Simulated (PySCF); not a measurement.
C4H12FPSi2

```xyz
20

C    -2.0440    1.3953   -1.0019
C    -1.8936    0.2162   -0.4254
C    -1.1527   -0.0103    0.8487
C    -1.8460   -1.0377    1.7265
F    -1.7612   -2.2936    1.1703
Si    0.6328   -0.5905    0.4337
P     1.6542    1.1941   -0.4285
Si    3.5352    0.2703   -1.1807
H    -1.6533    2.2949   -0.5538
H    -2.5603    1.5122   -1.9394
H    -2.2847   -0.6799   -0.8898
H    -1.0965    0.9264    1.4100
H    -1.3704   -1.1046    2.7097
H    -2.9143   -0.8231    1.8460
H     0.5775   -1.7682   -0.4357
H     1.3285   -0.9378    1.6780
H     0.9905    1.1708   -1.6363
H     3.3081   -0.9493   -1.9591
H     4.1970    1.2701   -2.0179
H     4.3479   -0.0445   -0.0083
```

Geometry: GFN2-xTB.

These are results of PBE0/pcSseg-1, SCF density, gas phase, non-relativistic in PySCF, not measurements.

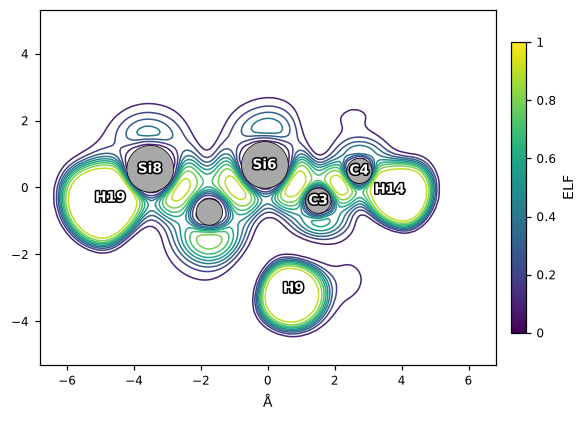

Figure 1. Electron localisation function on the plane of atoms C4, C3 and Si6. Grey discs cover the atomic cores.

Describe what can be read from this map.

- The plane passes through C, Si and H nuclei.
- C–Si (1.92 Å): the ELF peaks at about 0.95 between the atoms: localised, covalent bonding.
- C–H (1.10 Å): the ELF climbs to about 1 towards the hydrogen, as it does in any bond to H (an ordinary covalent bond to hydrogen).
- C–C (1.52 Å): the ELF peaks at about 0.95 between the atoms (a covalent bond).

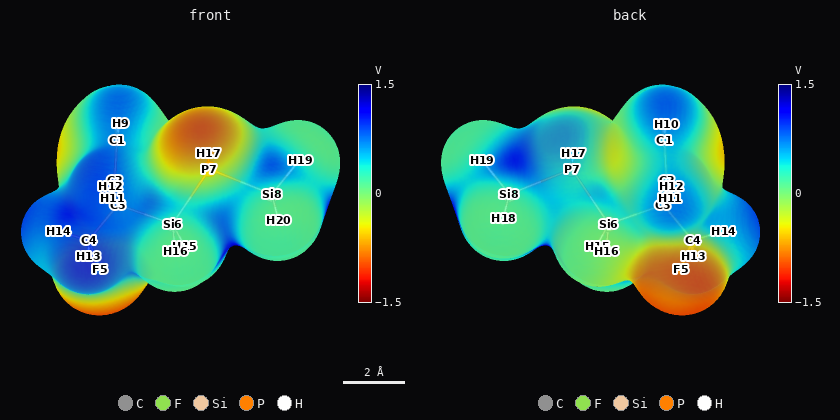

Figure 2. The electrostatic potential painted on the density surface at 0.002 e/bohr³, seen from the front and from behind; the colour scale runs from red (negative) to blue (positive).

Where is the surface potential most negative and most positive?

The most negative region (about −1.0 V) lies over F5 and P7, the most positive (about +1.1 V) over C4, Si6 and Si8.

What dipole moment does the calculation give?

Its dipole moment is 0.82 D.
